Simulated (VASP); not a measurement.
Band structure of ZrS₂ (1T layered). These are PBEsol GGA with spin-orbit coupling, VASP's PBE PAW potentials (set 64) (plane waves; VASP) values and carry that method's errors.

Without a dispersion term in the relaxation, distances and binding between the weakly bound layers, chains or molecules are unreliable, and so is what depends on them.

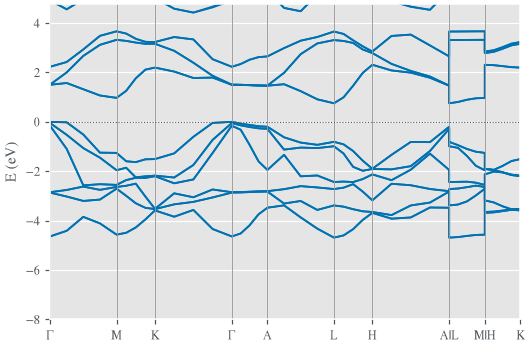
Fig. 1. Bands along high-symmetry lines, zero at the valence-band maximum or, without a gap, the Fermi level

Read the plot: is there a gap, and where are the band edges?

The gap is indirect, 0.75 eV, from the valence maximum at Γ to the conduction minimum at L.

Measured: gap 1.70 eV (computed value off by -0.95 eV), as given by Miłosz Rybak et al., Nanomaterials (2022), arXiv:2210.12074.

The compound is ZrS2 in the 1T layered structure. It was relaxed first.
